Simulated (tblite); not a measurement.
**Geometry relaxation, with input and output: C$_{8}$H$_{24}$N$_{4}$Ti**

System: C$_{8}$H$_{24}$N$_{4}$Ti ([Ti(N(CH3)2)4]).
Method: GFN2-xTB geometry optimisation, gas phase (tblite 0.8.0).

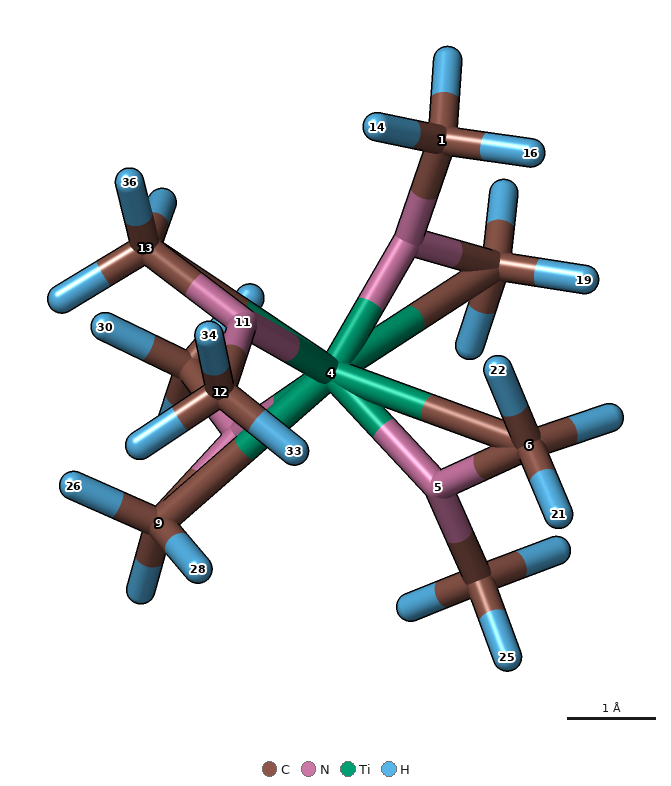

*The structure as given in the input (stick view, seen at a tilt; atoms are numbered from 1 in the order of the input). Sticks mark near contacts.*

Input:
```
{"job": {"kind": "relax", "xc": "GFN2-xTB", "basis": "xTB"}, "charge": 0, "multiplicity": 1}
C      0.277700    -2.391800     1.622900
N     -0.582700    -1.322400     1.131900
C     -1.485400    -0.880800     2.165700
Ti    -0.009100     0.025800    -0.017700
N      0.651700     1.498000     0.920700
C      1.609800     1.187400     1.941600
C     -0.170800     2.621100     1.294900
N     -1.460100     0.575700    -1.028700
C     -1.084000     1.419200    -2.135600
C     -2.580400    -0.279400    -1.379600
N      1.354300    -0.700500    -1.048300
C      2.489900     0.037000    -1.531700
C      0.936700    -1.707600    -1.980000
H      0.999100    -2.661100     0.847800
H     -0.326500    -3.276900     1.882200
H      0.820600    -2.093500     2.550800
H     -2.199200    -1.676600     2.449200
H     -2.074000    -0.029700     1.781800
H     -0.969200    -0.568200     3.095500
H      1.136900     1.027500     2.935500
H      2.333300     2.020800     2.082700
H      2.171700     0.286000     1.671400
H     -0.923300     2.809200     0.543500
H     -0.688400     2.432200     2.266500
H      0.434200     3.539400     1.422400
H     -0.885600     0.841100    -3.052000
H     -1.897700     2.134700    -2.388700
H     -0.194900     2.000000    -1.861100
H     -2.801300    -0.951200    -0.553400
H     -2.361100    -0.887700    -2.278000
H     -3.473500     0.318400    -1.606200
H      2.291300     0.498300    -2.522600
H      2.744200     0.836700    -0.826900
H      3.379000    -0.617700    -1.643200
H      0.027300    -2.189200    -1.631400
H      1.721800    -2.480300    -2.116900
H      0.752200    -1.284600    -3.002100
```

The first line tells a small driver script what to run in tblite; the rest is the geometry in Å.

Machine: 2 CPU threads, shared host.

Run as:
```bash
OMP_NUM_THREADS=2 python <driver script> task.json out
```

Log:
```
step      E/eV     max force
  0   -1162.43249    0.679
  1   -1162.45624    0.160
  2   -1162.45850    0.110
  3   -1162.46020    0.056
  4   -1162.46071    0.039
  5   -1162.46098    0.029
  6   -1162.46112    0.028
  7   -1162.46122    0.023
  8   -1162.46130    0.016
  9   -1162.46137    0.022
 10   -1162.46144    0.025
 11   -1162.46153    0.019
 12   -1162.46161    0.016
 13   -1162.46169    0.017
 14   -1162.46179    0.021
 15   -1162.46191    0.025
 16   -1162.46205    0.023
 17   -1162.46215    0.022
 18   -1162.46223    0.016
 19   -1162.46228    0.013
 20   -1162.46232    0.011
 21   -1162.46236    0.012
 22   -1162.46240    0.013
 23   -1162.46244    0.014
 24   -1162.46251    0.017
 25   -1162.46259    0.017
 26   -1162.46265    0.013
 27   -1162.46268    0.012
 28   -1162.46270    0.008
```

Trajectory as extended XYZ (Å, eV, eV/Å), 6 of the 29 frames kept, from step=0 to step=28:
```
37
Properties=species:S:1:pos:R:3:forces:R:3 step=0 energy=-1162.43249
C     0.2777   -2.3918    1.6229   -0.2540   0.3650   0.0400
N    -0.5827   -1.3224    1.1319    0.3130  -0.3410   0.2770
C    -1.4854   -0.8808    2.1657   -0.2880   0.1930  -0.1320
Ti   -0.0091    0.0258   -0.0177    0.1250  -0.0590   0.1930
N     0.6517    1.4980    0.9207   -0.1510   0.0400  -0.2690
C     1.6098    1.1874    1.9416    0.2210   0.1510   0.2950
C    -0.1708    2.6211    1.2949    0.2040  -0.0990   0.5330
N    -1.4601    0.5757   -1.0287   -0.3590  -0.1700  -0.1080
C    -1.0840    1.4192   -2.1356   -0.2500   0.2540   0.0840
C    -2.5804   -0.2794   -1.3796    0.3840   0.2050  -0.0610
N     1.3543   -0.7005   -1.0483    0.0270   0.1340   0.1810
C     2.4899    0.0370   -1.5317    0.1400   0.0340  -0.0230
C     0.9367   -1.7076   -1.9800    0.3080   0.0570  -0.6020
H     0.9991   -2.6611    0.8478    0.0290  -0.0200   0.0310
H    -0.3265   -3.2769    1.8822    0.0300  -0.0510  -0.0270
H     0.8206   -2.0935    2.5508   -0.0670  -0.0230  -0.2360
H    -2.1992   -1.6766    2.4492    0.0540  -0.0490   0.0100
H    -2.0740   -0.0297    1.7818    0.0790  -0.0500   0.0840
H    -0.9692   -0.5682    3.0955    0.0620  -0.0330  -0.0470
H     1.1369    1.0275    2.9355   -0.0230  -0.0160  -0.0590
H     2.3333    2.0208    2.0827   -0.0750  -0.1100  -0.0530
H     2.1717    0.2860    1.6714    0.0090  -0.0420  -0.0400
H    -0.9233    2.8092    0.5435   -0.2780   0.0360  -0.3520
H    -0.6884    2.4322    2.2665    0.0930   0.0960  -0.1250
H     0.4342    3.5394    1.4224   -0.0120  -0.0660   0.0160
H    -0.8856    0.8411   -3.0520    0.0940  -0.1000  -0.1470
H    -1.8977    2.1347   -2.3887    0.1030  -0.0920   0.0490
H    -0.1949    2.0000   -1.8611    0.0710   0.0010  -0.0400
H    -2.8013   -0.9512   -0.5534   -0.0510  -0.0970   0.1660
H    -2.3611   -0.8877   -2.2780    0.0100  -0.0160  -0.0430
H    -3.4735    0.3184   -1.6062   -0.1230   0.0750  -0.0020
H     2.2913    0.4983   -2.5226    0.0360  -0.0570   0.0130
H     2.7442    0.8367   -0.8269   -0.0280  -0.0230   0.0030
H     3.3790   -0.6177   -1.6432   -0.1130   0.0630  -0.0370
H     0.0273   -2.1892   -1.6314   -0.2550  -0.1450   0.1400
H     1.7218   -2.4803   -2.1169   -0.0670   0.0260   0.0520
H     0.7522   -1.2846   -3.0021    0.0040  -0.0720   0.2370
37
Properties=species:S:1:pos:R:3:forces:R:3 step=6 energy=-1162.46112
C     0.2692   -2.3871    1.6252   -0.0040   0.0030   0.0050
N    -0.5774   -1.3255    1.1422   -0.0140  -0.0240  -0.0060
C    -1.4937   -0.8775    2.1633   -0.0050  -0.0010   0.0030
Ti   -0.0069    0.0195   -0.0066   -0.0020   0.0130  -0.0140
N     0.6519    1.5010    0.9162   -0.0070  -0.0030  -0.0050
C     1.6147    1.1899    1.9464    0.0050   0.0020  -0.0040
C    -0.1719    2.6197    1.3013    0.0010  -0.0030   0.0070
N    -1.4663    0.5740   -1.0287    0.0000  -0.0080  -0.0090
C    -1.0896    1.4233   -2.1347   -0.0050   0.0040   0.0070
C    -2.5751   -0.2772   -1.3811    0.0130   0.0070   0.0060
N     1.3563   -0.6977   -1.0464    0.0080   0.0100   0.0050
C     2.4937    0.0407   -1.5317    0.0050   0.0030  -0.0020
C     0.9415   -1.7076   -1.9903    0.0030   0.0030  -0.0090
H     0.9962   -2.6599    0.8540   -0.0080   0.0000  -0.0060
H    -0.3243   -3.2828    1.8808   -0.0010  -0.0120   0.0070
H     0.8205   -2.0919    2.5408   -0.0010   0.0010   0.0090
H    -2.1967   -1.6813    2.4494   -0.0060   0.0010  -0.0020
H    -2.0732   -0.0251    1.7841   -0.0050   0.0010   0.0130
H    -0.9669   -0.5709    3.0895    0.0000   0.0000   0.0120
H     1.1335    1.0262    2.9325   -0.0020   0.0020  -0.0130
H     2.3346    2.0185    2.0799    0.0040  -0.0100   0.0000
H     2.1723    0.2853    1.6698   -0.0030   0.0040  -0.0040
H    -0.9291    2.8075    0.5334    0.0060  -0.0110   0.0020
H    -0.6854    2.4391    2.2681   -0.0020   0.0110  -0.0060
H     0.4346    3.5349    1.4260   -0.0020   0.0030  -0.0020
H    -0.8803    0.8405   -3.0547    0.0000   0.0000  -0.0010
H    -1.8983    2.1345   -2.3864    0.0050  -0.0110   0.0070
H    -0.1931    1.9981   -1.8654    0.0060   0.0030  -0.0070
H    -2.8024   -0.9512   -0.5491   -0.0010  -0.0010  -0.0010
H    -2.3598   -0.8880   -2.2820   -0.0010   0.0080   0.0040
H    -3.4776    0.3194   -1.6053   -0.0020  -0.0040   0.0010
H     2.2960    0.4953   -2.5238    0.0090   0.0050  -0.0020
H     2.7443    0.8387   -0.8250    0.0000  -0.0020  -0.0100
H     3.3755   -0.6155   -1.6478    0.0000   0.0070  -0.0040
H     0.0249   -2.1923   -1.6288    0.0060  -0.0030   0.0050
H     1.7212   -2.4819   -2.1154   -0.0010   0.0050  -0.0020
H     0.7509   -1.2834   -2.9974    0.0000  -0.0010   0.0150
37
Properties=species:S:1:pos:R:3:forces:R:3 step=11 energy=-1162.46153
C     0.2671   -2.3882    1.6265   -0.0040  -0.0030  -0.0060
N    -0.5819   -1.3293    1.1413   -0.0020   0.0150   0.0040
C    -1.4952   -0.8783    2.1644   -0.0060  -0.0020   0.0040
Ti   -0.0074    0.0190   -0.0068    0.0090  -0.0120   0.0120
N     0.6513    1.5009    0.9157   -0.0010  -0.0020  -0.0040
C     1.6153    1.1897    1.9445   -0.0050  -0.0050  -0.0050
C    -0.1718    2.6198    1.3015    0.0020   0.0010  -0.0080
N    -1.4650    0.5733   -1.0291    0.0040   0.0030   0.0070
C    -1.0889    1.4234   -2.1344    0.0040  -0.0030  -0.0050
C    -2.5743   -0.2765   -1.3803   -0.0060  -0.0040  -0.0040
N     1.3584   -0.6958   -1.0463   -0.0050  -0.0010   0.0030
C     2.4954    0.0423   -1.5333   -0.0030  -0.0010   0.0010
C     0.9426   -1.7067   -1.9894    0.0030   0.0040   0.0110
H     0.9928   -2.6596    0.8538    0.0040  -0.0060  -0.0020
H    -0.3233   -3.2860    1.8833   -0.0040   0.0000   0.0070
H     0.8191   -2.0914    2.5416   -0.0070   0.0040  -0.0010
H    -2.1991   -1.6813    2.4497   -0.0100   0.0000   0.0100
H    -2.0746   -0.0243    1.7886    0.0000  -0.0020   0.0000
H    -0.9672   -0.5725    3.0908    0.0010  -0.0110  -0.0030
H     1.1323    1.0263    2.9289    0.0030  -0.0040   0.0130
H     2.3367    2.0163    2.0791    0.0020   0.0050  -0.0050
H     2.1720    0.2851    1.6677    0.0020  -0.0110  -0.0060
H    -0.9282    2.8042    0.5326   -0.0060   0.0070  -0.0030
H    -0.6862    2.4423    2.2682    0.0010  -0.0060   0.0010
H     0.4343    3.5353    1.4253    0.0000   0.0020  -0.0090
H    -0.8802    0.8410   -3.0550   -0.0040  -0.0010  -0.0020
H    -1.8988    2.1329   -2.3841   -0.0020   0.0070  -0.0030
H    -0.1917    1.9985   -1.8677   -0.0040  -0.0010   0.0020
H    -2.8020   -0.9513   -0.5490    0.0070   0.0000  -0.0010
H    -2.3597   -0.8860   -2.2820    0.0000  -0.0030  -0.0010
H    -3.4780    0.3186   -1.6042    0.0050   0.0060   0.0050
H     2.2990    0.4970   -2.5252   -0.0050   0.0050  -0.0090
H     2.7455    0.8400   -0.8271    0.0090   0.0110   0.0010
H     3.3766   -0.6136   -1.6496    0.0130  -0.0030  -0.0010
H     0.0272   -2.1929   -1.6268    0.0030   0.0030   0.0080
H     1.7219   -2.4806   -2.1159    0.0100   0.0030  -0.0010
H     0.7502   -1.2822   -2.9949   -0.0050   0.0040  -0.0100
37
Properties=species:S:1:pos:R:3:forces:R:3 step=17 energy=-1162.46215
C     0.2608   -2.3905    1.6271   -0.0030   0.0040   0.0090
N    -0.5915   -1.3331    1.1429   -0.0010  -0.0090  -0.0050
C    -1.5015   -0.8818    2.1694    0.0100  -0.0020  -0.0040
Ti   -0.0057    0.0143   -0.0035   -0.0140  -0.0020  -0.0090
N     0.6497    1.4996    0.9135   -0.0010  -0.0040   0.0040
C     1.6152    1.1862    1.9405    0.0000   0.0020   0.0020
C    -0.1720    2.6200    1.2980   -0.0030   0.0000  -0.0020
N    -1.4605    0.5721   -1.0288    0.0010   0.0000  -0.0090
C    -1.0883    1.4229   -2.1349    0.0010   0.0050  -0.0030
C    -2.5719   -0.2759   -1.3792    0.0010  -0.0040   0.0040
N     1.3641   -0.6912   -1.0453    0.0100   0.0010   0.0010
C     2.4997    0.0469   -1.5365    0.0050   0.0060  -0.0010
C     0.9464   -1.7031   -1.9864    0.0030   0.0010   0.0010
H     0.9866   -2.6626    0.8534   -0.0150   0.0020   0.0160
H    -0.3252   -3.2897    1.8904   -0.0070   0.0140  -0.0130
H     0.8123   -2.0884    2.5410    0.0090  -0.0040  -0.0060
H    -2.2100   -1.6808    2.4564    0.0090   0.0020  -0.0080
H    -2.0774   -0.0237    1.7971    0.0050  -0.0030   0.0050
H    -0.9673   -0.5826    3.0941   -0.0090   0.0010   0.0060
H     1.1347    1.0236    2.9271    0.0080  -0.0040  -0.0070
H     2.3386    2.0120    2.0733   -0.0040  -0.0050  -0.0050
H     2.1699    0.2804    1.6606   -0.0080   0.0060   0.0040
H    -0.9302    2.8029    0.5303   -0.0020  -0.0010  -0.0010
H    -0.6849    2.4443    2.2659    0.0050   0.0000  -0.0010
H     0.4335    3.5365    1.4174    0.0040  -0.0060  -0.0020
H    -0.8829    0.8412   -3.0567    0.0000   0.0010   0.0030
H    -1.8988    2.1329   -2.3817   -0.0030   0.0000   0.0010
H    -0.1911    1.9985   -1.8705    0.0060  -0.0020   0.0010
H    -2.7973   -0.9524   -0.5491   -0.0010  -0.0050   0.0080
H    -2.3602   -0.8838   -2.2826   -0.0020   0.0020  -0.0030
H    -3.4751    0.3216   -1.5987    0.0040   0.0010   0.0030
H     2.3011    0.5007   -2.5291   -0.0040  -0.0100   0.0090
H     2.7525    0.8467   -0.8331   -0.0020  -0.0010  -0.0020
H     3.3820   -0.6090   -1.6532   -0.0100   0.0080  -0.0030
H     0.0344   -2.1917   -1.6177    0.0070   0.0000   0.0000
H     1.7282   -2.4742   -2.1173   -0.0010   0.0050  -0.0010
H     0.7464   -1.2795   -2.9916    0.0000   0.0000   0.0080
37
Properties=species:S:1:pos:R:3:forces:R:3 step=22 energy=-1162.46240
C     0.2578   -2.3904    1.6285    0.0030  -0.0030  -0.0030
N    -0.5948   -1.3347    1.1428    0.0080   0.0080   0.0070
C    -1.5025   -0.8831    2.1707   -0.0050   0.0040   0.0030
Ti   -0.0069    0.0122   -0.0038    0.0050   0.0060  -0.0020
N     0.6478    1.4976    0.9128   -0.0030  -0.0030   0.0020
C     1.6147    1.1851    1.9387    0.0010  -0.0030  -0.0010
C    -0.1723    2.6196    1.2961    0.0000  -0.0030   0.0030
N    -1.4587    0.5715   -1.0301   -0.0010  -0.0020   0.0010
C    -1.0879    1.4235   -2.1356   -0.0020  -0.0030   0.0020
C    -2.5709   -0.2763   -1.3783    0.0020   0.0040  -0.0010
N     1.3671   -0.6895   -1.0435    0.0020  -0.0030   0.0030
C     2.5013    0.0494   -1.5371   -0.0020   0.0000   0.0000
C     0.9488   -1.7012   -1.9844    0.0000  -0.0020  -0.0010
H     0.9823   -2.6640    0.8554    0.0060  -0.0050  -0.0100
H    -0.3290   -3.2887    1.8910   -0.0080   0.0000   0.0080
H     0.8121   -2.0879    2.5405   -0.0050  -0.0030   0.0030
H    -2.2120   -1.6810    2.4569    0.0010  -0.0070  -0.0060
H    -2.0774   -0.0238    1.8009   -0.0030   0.0070  -0.0020
H    -0.9690   -0.5862    3.0967    0.0030   0.0020   0.0010
H     1.1369    1.0217    2.9263   -0.0030   0.0040  -0.0010
H     2.3389    2.0102    2.0698   -0.0040  -0.0010  -0.0040
H     2.1678    0.2788    1.6586    0.0030  -0.0030  -0.0030
H    -0.9316    2.8023    0.5291    0.0020  -0.0040   0.0020
H    -0.6832    2.4450    2.2651   -0.0010   0.0050   0.0000
H     0.4345    3.5355    1.4134    0.0030  -0.0050  -0.0030
H    -0.8839    0.8417   -3.0574    0.0010   0.0050  -0.0050
H    -1.8993    2.1334   -2.3808    0.0060   0.0000   0.0010
H    -0.1898    1.9980   -1.8713   -0.0030  -0.0010  -0.0030
H    -2.7951   -0.9534   -0.5479    0.0030   0.0030  -0.0040
H    -2.3611   -0.8828   -2.2833   -0.0030  -0.0020   0.0020
H    -3.4732    0.3229   -1.5956   -0.0060  -0.0040   0.0020
H     2.3002    0.5006   -2.5299   -0.0050   0.0030   0.0010
H     2.7550    0.8500   -0.8351   -0.0030   0.0000  -0.0020
H     3.3831   -0.6061   -1.6554    0.0000   0.0030   0.0010
H     0.0386   -2.1915   -1.6138    0.0010  -0.0040   0.0030
H     1.7312   -2.4710   -2.1182    0.0030   0.0020   0.0000
H     0.7450   -1.2779   -2.9890    0.0020   0.0050   0.0070
37
Properties=species:S:1:pos:R:3:forces:R:3 step=28 energy=-1162.46270
C     0.2544   -2.3914    1.6293   -0.0040   0.0010   0.0010
N    -0.5946   -1.3321    1.1453    0.0000   0.0040  -0.0010
C    -1.5042   -0.8831    2.1728    0.0020   0.0000  -0.0020
Ti   -0.0067    0.0104   -0.0050    0.0030  -0.0010   0.0010
N     0.6441    1.4933    0.9129    0.0020   0.0040  -0.0040
C     1.6140    1.1818    1.9357   -0.0010   0.0020  -0.0010
C    -0.1723    2.6179    1.2944    0.0020   0.0020   0.0000
N    -1.4564    0.5701   -1.0325    0.0000  -0.0020  -0.0020
C    -1.0872    1.4236   -2.1370    0.0010   0.0010  -0.0030
C    -2.5702   -0.2761   -1.3777   -0.0040  -0.0030  -0.0020
N     1.3727   -0.6893   -1.0387   -0.0010  -0.0040   0.0040
C     2.5021    0.0529   -1.5378   -0.0030  -0.0010   0.0030
C     0.9527   -1.6995   -1.9804    0.0020  -0.0010   0.0020
H     0.9768   -2.6688    0.8551   -0.0050  -0.0040   0.0030
H    -0.3377   -3.2857    1.8946    0.0030  -0.0060  -0.0010
H     0.8103   -2.0903    2.5407    0.0040  -0.0060   0.0020
H    -2.2134   -1.6836    2.4534   -0.0030   0.0070   0.0010
H    -2.0781   -0.0217    1.8059    0.0020  -0.0050  -0.0030
H    -0.9716   -0.5902    3.1006   -0.0030  -0.0010  -0.0010
H     1.1385    1.0209    2.9245    0.0000  -0.0010   0.0060
H     2.3379    2.0075    2.0625    0.0070   0.0020   0.0020
H     2.1659    0.2751    1.6547    0.0010  -0.0020   0.0020
H    -0.9329    2.7990    0.5287   -0.0010   0.0010   0.0000
H    -0.6814    2.4489    2.2652    0.0020   0.0020   0.0030
H     0.4383    3.5319    1.4061   -0.0030   0.0060   0.0000
H    -0.8849    0.8448   -3.0611   -0.0020  -0.0020  -0.0020
H    -1.8982    2.1348   -2.3789   -0.0010   0.0040  -0.0020
H    -0.1884    1.9970   -1.8734    0.0020   0.0010   0.0010
H    -2.7903   -0.9542   -0.5472   -0.0010  -0.0020   0.0010
H    -2.3644   -0.8821   -2.2839   -0.0030   0.0000  -0.0030
H    -3.4741    0.3226   -1.5899   -0.0020   0.0000   0.0000
H     2.2953    0.5018   -2.5303   -0.0030   0.0040  -0.0020
H     2.7563    0.8554   -0.8384   -0.0020   0.0030   0.0040
H     3.3851   -0.6003   -1.6583    0.0070   0.0030  -0.0030
H     0.0455   -2.1939   -1.6074    0.0020  -0.0020   0.0000
H     1.7373   -2.4659   -2.1199    0.0020  -0.0050  -0.0030
H     0.7441   -1.2724   -2.9822   -0.0040  -0.0010  -0.0020
```

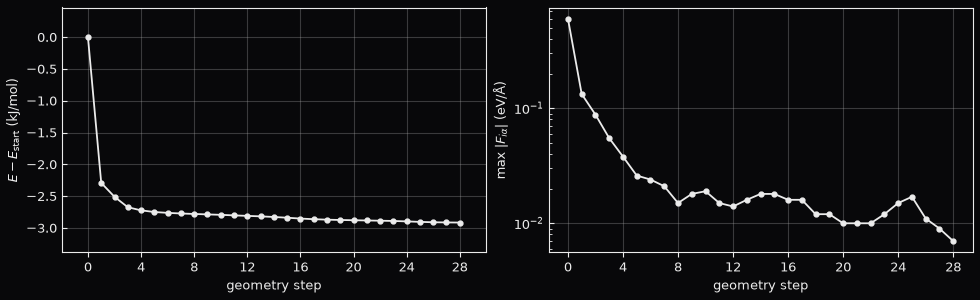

*Progress of the relaxation, step by step (steps are counted from 0).*

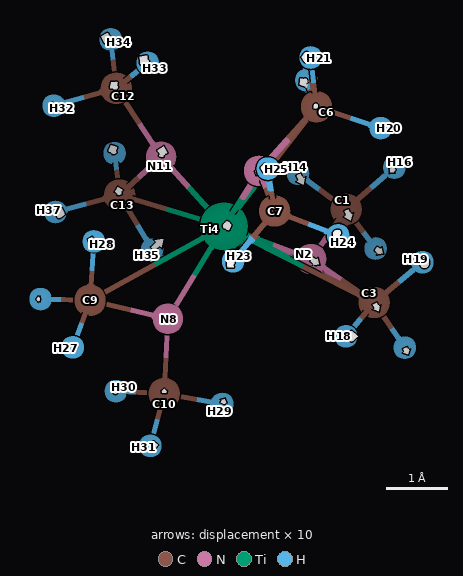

*The starting structure with the displacements as white arrows, magnified 10 times (ball-and-stick view, seen at a tilt). The two geometries are laid on each other by the best rigid fit.*

The atom that moves furthest after the best rigid fit is H35 (0.030 Å). Largest moves by element: H 0.030 Å, C 0.024 Å, N 0.024 Å, Ti 0.020 Å. Distances before and after: Ti4–C9 2.754 → 2.777 Å, C1–N2 1.458 → 1.441 Å, C7–H23 1.080 → 1.094 Å, C13–H37 1.121 → 1.109 Å. Over 28 geometry steps the energy falls by 2.91 kJ/mol. Largest force component: 0.6 eV/Å at the start, 0.007 eV/Å at the end. (Atoms are counted from 1 in the order of the input.)

Results in brief:

| quantity | value |
| --- | --- |
| outcome | converged |
| total energy | −1162.4627 eV |
| wall time | 0.85 s (CPU time 1.7 s) |
| peak memory | 0.19 GiB |
